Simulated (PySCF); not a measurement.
# What a change does: NMR shielding calculation on CH$_{7}$ClO$_{3}$Si$_{2}$

System: CH$_{7}$ClO$_{3}$Si$_{2}$, SMILES O[SiH](O)O[SiH2]CCl.
Method of run A: GIAO PBE0/def2-SVPD NMR shielding, non-relativistic, IEF-PCM methanol (PySCF 2.14.0).

The geometry comes from this level: GFN2-xTB. Text and figures count atoms from 1; the logs count them from 0 in places.

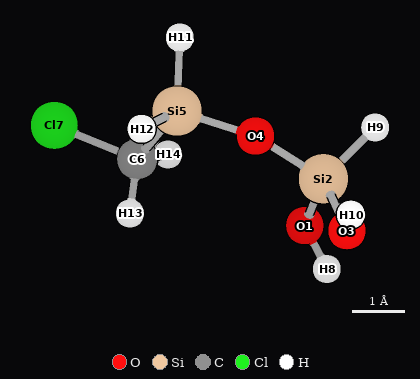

Figure 1. The input geometry (ball-and-stick view, seen at a tilt; atoms are numbered from 1 in the order of the input).

### Input file, run A
```
{"job": {"kind": "nmr", "xc": "PBE0", "basis": "def2-SVPD", "solvent": "methanol", "pop": false, "scf": {"conv": 1e-07}}, "charge": 0, "multiplicity": 1}
O     -1.432753     0.273204    -1.507735
Si    -1.501109    -0.887260    -0.385562
O     -2.812602    -0.590707     0.523942
O     -0.158214    -0.822880     0.521765
Si     1.306404    -0.251274     0.892922
C      1.714811     1.210938    -0.264808
Cl     3.404166     1.737898    -0.045593
H     -2.238739     0.694135    -1.793902
H     -1.515110    -2.213813    -0.972961
H     -2.935571    -1.041326     1.353739
H      2.245884    -1.346860     0.674345
H      1.224118     0.208279     2.278413
H      1.094501     2.084022    -0.071880
H      1.603536     0.945171    -1.314458
```

The first line tells a small driver script what to run in PySCF; the rest is the geometry in Å.

Command:
```bash
OMP_NUM_THREADS=1 python <driver script> task.json out
```

Hardware: 1 CPU thread, shared host.

### Output (run A)
```
final grid: 118040 points
cycle   1  E = -1305.9718647866  dE =  8.351e-01  |g| = 1.084e+00  |ddm| = 6.066e+00
cycle   2  E = -1305.6925787880  dE =  2.793e-01  |g| = 1.613e+00  |ddm| = 2.882e+00
cycle   3  E = -1306.1857782244  dE = -4.932e-01  |g| = 8.528e-02  |ddm| = 1.666e+00
cycle   4  E = -1306.1867775980  dE = -9.994e-04  |g| = 5.563e-02  |ddm| = 2.118e-01
cycle   5  E = -1306.1873585244  dE = -5.809e-04  |g| = 1.188e-02  |ddm| = 6.345e-02
cycle   6  E = -1306.1873854558  dE = -2.693e-05  |g| = 1.863e-03  |ddm| = 2.054e-02
cycle   7  E = -1306.1873863019  dE = -8.461e-07  |g| = 4.460e-04  |ddm| = 5.060e-03
cycle   8  E = -1306.1873863461  dE = -4.415e-08  |g| = 1.869e-04  |ddm| = 1.213e-03
converged SCF energy = -1306.1873863461

GIAO shielding tensors (ppm)
atom      isotropic    diamagn.    paramagn.     s11        s22        s33       span
  0 O      294.312     385.141     -90.829    273.196    277.467    332.273     59.077
  1 Si     471.846     887.561    -415.715    459.106    469.132    487.300     28.194
  2 O      286.033     372.660     -86.627    257.893    271.761    328.445     70.553
  3 O      265.566     398.129    -132.563    239.317    272.454    284.927     45.610
  4 Si     446.267     884.018    -437.752    431.572    435.997    471.232     39.660
  5 C      165.281     257.757     -92.476    142.806    149.178    203.858     61.052
  6 Cl    1013.128    1140.467    -127.339    925.279    981.438   1132.667    207.388
  7 H       29.146      32.489      -3.343     20.831     23.330     43.277     22.446
  8 H       26.864      25.558       1.305     23.247     24.264     33.081      9.834
  9 H       29.134      30.314      -1.180     21.109     23.395     42.899     21.790
 10 H       26.712      27.941      -1.229     22.842     26.208     31.085      8.243
 11 H       26.654      28.236      -1.582     22.796     25.934     31.232      8.436
 12 H       28.165      33.138      -4.973     21.883     28.026     34.587     12.704
 13 H       28.244      33.179      -4.935     21.582     27.861     35.288     13.706
```

For run B the input was changed thus:
```diff
-"basis": "def2-SVPD"
-"solvent": "methanol"
-"pop": false
-"scf": {"conv": 1e-07}
+"basis": "pcSseg-1"
```

Predict how the results change.

The total energies belong to different models, so their difference says nothing on which is more stable or more accurate. The HOMO goes from −8.11 to −7.95 eV. The LUMO goes from −0.01 to 0.30 eV. The dipole moment goes from 3.61 to 3.13 D. Of all shieldings, the largest change is that of Si5, by −63.8 ppm. The SCF takes 13 iterations against 8. The basis functions go from 220 to 175.

### Output (run B)
```
coarse grid: 13560 points
cycle   1  E = -1306.3101060018  dE =  8.969e-01  |g| = 1.158e+00  |ddm| = 3.467e+00
cycle   2  E = -1306.0535503199  dE =  2.566e-01  |g| = 1.659e+00  |ddm| = 1.888e+00
cycle   3  E = -1306.5376278563  dE = -4.841e-01  |g| = 1.012e-01  |ddm| = 1.269e+00
cycle   4  E = -1306.5390656029  dE = -1.438e-03  |g| = 6.060e-02  |ddm| = 1.195e-01
cycle   5  E = -1306.5396848975  dE = -6.193e-04  |g| = 1.353e-02  |ddm| = 4.456e-02
cycle   6  E = -1306.5397167796  dE = -3.188e-05  |g| = 2.377e-03  |ddm| = 1.183e-02
cycle   7  E = -1306.5397178139  dE = -1.034e-06  |g| = 3.977e-04  |ddm| = 2.612e-03
final grid: 118040 points
cycle   8  E = -1306.6081891225  dE = -2.340e-05  |g| = 9.774e-03  |ddm| = 1.665e-02
cycle   9  E = -1306.6081724451  dE =  1.668e-05  |g| = 1.356e-02  |ddm| = 1.424e-02
cycle  10  E = -1306.6082053224  dE = -3.288e-05  |g| = 9.255e-04  |ddm| = 8.764e-03
cycle  11  E = -1306.6082054410  dE = -1.186e-07  |g| = 3.457e-04  |ddm| = 8.571e-04
cycle  12  E = -1306.6082054606  dE = -1.965e-08  |g| = 6.585e-05  |ddm| = 2.301e-04
cycle  13  E = -1306.6082054614  dE = -7.722e-10  |g| = 1.462e-05  |ddm| = 7.153e-05
converged SCF energy = -1306.6082054614

GIAO shielding tensors (ppm)
atom      isotropic    diamagn.    paramagn.     s11        s22        s33       span
  0 O      288.108     390.688    -102.581    263.144    271.816    329.363     66.219
  1 Si     413.260     881.091    -467.831    402.877    408.617    428.286     25.408
  2 O      276.020     388.578    -112.558    247.876    263.202    316.982     69.106
  3 O      259.724     401.433    -141.709    229.090    266.033    284.049     54.959
  4 Si     382.461     879.937    -497.477    361.251    370.149    415.982     54.731
  5 C      155.599     253.521     -97.922    131.272    140.455    195.071     63.798
  6 Cl     975.334    1144.074    -168.740    870.531    938.277   1117.195    246.664
  7 H       29.606      30.769      -1.163     21.408     23.727     43.682     22.274
  8 H       27.157      29.333      -2.177     23.422     24.465     33.582     10.160
  9 H       29.543      31.327      -1.785     21.729     23.951     42.947     21.218
 10 H       26.761      28.935      -2.174     22.803     26.152     31.329      8.525
 11 H       26.727      29.346      -2.619     22.763     25.931     31.488      8.725
 12 H       28.418      31.599      -3.181     22.047     28.335     34.874     12.827
 13 H       28.402      31.575      -3.173     21.717     28.021     35.469     13.752
```

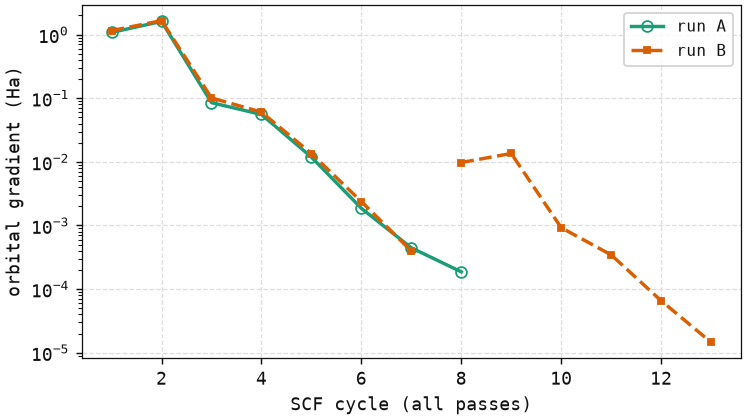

Figure 2. Convergence of the two runs: orbital gradient against the SCF cycle. A break in a curve parts two SCF passes (coarse and final grid). Run A takes 8 cycles in all, and run B takes 13.

### The two runs side by side

| quantity | run A | run B |
| --- | --- | --- |
| outcome | converged | converged |
| total energy (hartree) | −1306.187386 | −1306.608205 |
| HOMO (eV) | −8.11 | −7.95 |
| LUMO (eV) | −0.01 | 0.30 |
| dipole moment (D) | 3.61 | 3.13 |
| shielding of O1 (ppm) | 294.3 | 288.1 |
| shielding of Si2 (ppm) | 471.8 | 413.3 |
| shielding of O3 (ppm) | 286.0 | 276.0 |
| shielding of O4 (ppm) | 265.6 | 259.7 |
| shielding of Si5 (ppm) | 446.3 | 382.5 |
| shielding of C6 (ppm) | 165.3 | 155.6 |
| shielding of Cl7 (ppm) | 1013.1 | 975.3 |
| SCF iterations | 8 | 13 |
| basis functions | 220 | 175 |
| wall time (shared host) | 29 s | 32 s |
